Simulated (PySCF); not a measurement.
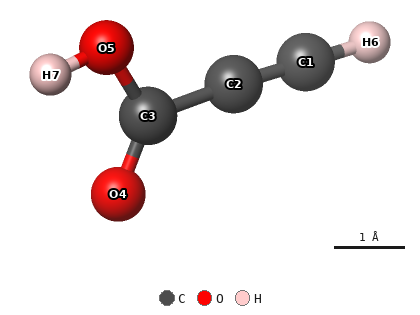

Figure 1. The input geometry of run 1 (ball-and-stick view, seen at a tilt; atoms are numbered from 1 in the order of the input). Bond lengths as drawn: C–C 1.21 to 1.45 Å, C–H 1.08 Å, C–O 1.20 to 1.33 Å and H–O 0.97 Å.

## Two runs on C₃H₂O₂

System: C₃H₂O₂ (propiolic acid).
Method of run 1: GIAO PBE0/pcSseg-1 NMR shielding, non-relativistic, gas phase (PySCF 2.14.0).

The geometry comes from this level: PBE0-D3(BJ)/def2-SVP. Text and figures count atoms from 1; the logs count them from 0 in places.

**Input file, run 1**
```
{"job": {"kind": "nmr", "xc": "PBE0", "basis": "pcSseg-1"}, "charge": 0, "multiplicity": 1}
C      1.899041     0.325177    -0.116663
C      0.735555     0.033336     0.041905
C     -0.637592    -0.394549     0.244913
O     -0.961838    -1.529189     0.471121
O     -1.495657     0.623714     0.151256
H      2.932137     0.588708    -0.258086
H     -2.379785     0.250802     0.296594
```

The first line tells a small driver script what to run in PySCF; the rest is the geometry in Å.

Command:
```bash
OMP_NUM_THREADS=1 python <driver script> task.json out
```

Hardware: 1 CPU thread, shared host.

**Output (run 1)**
```
coarse grid: 6672 points
cycle   1  E = -265.3720990686  dE =  9.438e-01  |g| = 9.177e-01  |ddm| = 2.657e+00
cycle   2  E = -265.0274746044  dE =  3.446e-01  |g| = 1.644e+00  |ddm| = 2.218e+00
cycle   3  E = -265.5092675665  dE = -4.818e-01  |g| = 3.233e-01  |ddm| = 1.633e+00
cycle   4  E = -265.5284213670  dE = -1.915e-02  |g| = 8.053e-02  |ddm| = 2.586e-01
cycle   5  E = -265.5294414560  dE = -1.020e-03  |g| = 2.128e-02  |ddm| = 6.183e-02
cycle   6  E = -265.5295468325  dE = -1.054e-04  |g| = 5.319e-03  |ddm| = 2.289e-02
cycle   7  E = -265.5295506066  dE = -3.774e-06  |g| = 3.495e-03  |ddm| = 5.037e-03
cycle   8  E = -265.5295534942  dE = -2.888e-06  |g| = 7.914e-04  |ddm| = 2.484e-03
final grid: 66784 points
cycle   9  E = -265.5806699805  dE = -8.505e-06  |g| = 9.920e-03  |ddm| = 3.273e-02
cycle  10  E = -265.5806337613  dE =  3.622e-05  |g| = 1.729e-02  |ddm| = 1.958e-02
cycle  11  E = -265.5806863849  dE = -5.262e-05  |g| = 2.386e-03  |ddm| = 1.345e-02
cycle  12  E = -265.5806874353  dE = -1.050e-06  |g| = 2.315e-04  |ddm| = 1.551e-03
cycle  13  E = -265.5806874418  dE = -6.573e-09  |g| = 1.328e-04  |ddm| = 2.104e-04
cycle  14  E = -265.5806874455  dE = -3.637e-09  |g| = 5.442e-05  |ddm| = 1.155e-04
cycle  15  E = -265.5806874462  dE = -7.094e-10  |g| = 1.116e-05  |ddm| = 4.259e-05
converged SCF energy = -265.5806874462

GIAO shielding tensors (ppm)
atom      isotropic    diamagn.    paramagn.     s11        s22        s33       span
  0 C      100.941     256.426    -155.485     26.017     42.664    234.143    208.126
  1 C      108.044     254.658    -146.614      8.504     22.317    293.311    284.807
  2 C       29.274     247.607    -218.333    -74.830     79.764     82.889    157.719
  3 O     -121.255     402.027    -523.282   -372.499   -245.335    254.070    626.569
  4 O      116.147     391.283    -275.136    -44.568    141.183    251.826    296.395
  5 H       28.529      31.069      -2.540     24.144     24.397     37.045     12.901
  6 H       25.336      30.146      -4.809     20.440     22.559     33.010     12.569
```

Run 2 used a changed input.

**The two runs side by side**

| quantity | run 1 | run 2 |
| --- | --- | --- |
| outcome | converged | converged |
| total energy (hartree) | −265.580687 | −265.711928 |
| HOMO (eV) | −8.47 | −8.49 |
| LUMO (eV) | −1.51 | −1.61 |
| dipole moment (D) | 1.66 | 1.72 |
| shielding of C1 (ppm) | 100.9 | 99.7 |
| shielding of C2 (ppm) | 108.0 | 104.8 |
| shielding of C3 (ppm) | 29.3 | 24.4 |
| shielding of O4 (ppm) | −121.3 | −118.2 |
| shielding of O5 (ppm) | 116.1 | 115.5 |
| shielding of H6 (ppm) | 28.5 | 28.7 |
| shielding of H7 (ppm) | 25.3 | 25.2 |
| SCF iterations | 15 | 15 |
| basis functions | 95 | 208 |
| wall time (shared host) | 4.3 s | 12 s |

Which change of the input explains these differences?

The change (lines with − go, lines with + come):
```diff
-"basis": "pcSseg-1"
+"basis": "pcSseg-2"
+"pop": false
```

The total energy of run 2 is 82.4 kcal/mol lower, which measures the change of basis and not a stability. The LUMO goes from −1.51 to −1.61 eV. The dipole moment goes from 1.66 to 1.72 D. Of all shieldings, the largest change is that of C3, by −4.9 ppm. The number of SCF iterations is the same. The basis functions go from 95 to 208.

**Output (run 2)**
```
coarse grid: 6672 points
cycle   1  E = -265.5543389392  dE =  9.377e-01  |g| = 9.405e-01  |ddm| = 2.106e+00
cycle   2  E = -265.1911466323  dE =  3.632e-01  |g| = 1.686e+00  |ddm| = 1.765e+00
cycle   3  E = -265.6947010932  dE = -5.036e-01  |g| = 3.327e-01  |ddm| = 1.275e+00
cycle   4  E = -265.7149972505  dE = -2.030e-02  |g| = 8.621e-02  |ddm| = 2.326e-01
cycle   5  E = -265.7161340805  dE = -1.137e-03  |g| = 2.440e-02  |ddm| = 6.086e-02
cycle   6  E = -265.7162713315  dE = -1.373e-04  |g| = 5.066e-03  |ddm| = 2.776e-02
cycle   7  E = -265.7162749748  dE = -3.643e-06  |g| = 3.003e-03  |ddm| = 5.137e-03
final grid: 66784 points
cycle   8  E = -265.7119011611  dE = -3.204e-05  |g| = 1.130e-02  |ddm| = 4.833e-02
cycle   9  E = -265.7118156866  dE =  8.547e-05  |g| = 2.269e-02  |ddm| = 2.205e-02
cycle  10  E = -265.7119266214  dE = -1.109e-04  |g| = 2.379e-03  |ddm| = 1.585e-02
cycle  11  E = -265.7119277602  dE = -1.139e-06  |g| = 3.875e-04  |ddm| = 1.616e-03
cycle  12  E = -265.7119277742  dE = -1.394e-08  |g| = 2.461e-04  |ddm| = 4.167e-04
cycle  13  E = -265.7119277861  dE = -1.192e-08  |g| = 6.918e-05  |ddm| = 1.769e-04
cycle  14  E = -265.7119277871  dE = -1.042e-09  |g| = 1.295e-05  |ddm| = 6.379e-05
cycle  15  E = -265.7119277872  dE = -3.490e-11  |g| = 2.488e-06  |ddm| = 1.108e-05
converged SCF energy = -265.7119277872

GIAO shielding tensors (ppm)
atom      isotropic    diamagn.    paramagn.     s11        s22        s33       span
  0 C       99.671     264.146    -164.475     24.993     42.936    231.084    206.092
  1 C      104.801     261.976    -157.175      2.920     18.042    293.441    290.521
  2 C       24.416     250.773    -226.357    -80.121     76.579     76.790    156.911
  3 O     -118.173     396.451    -514.624   -373.270   -234.968    253.718    626.989
  4 O      115.489     387.505    -272.015    -45.490    140.112    251.847    297.336
  5 H       28.684      30.910      -2.226     24.433     24.654     36.965     12.532
  6 H       25.199      29.819      -4.620     20.637     22.333     32.628     11.991
```
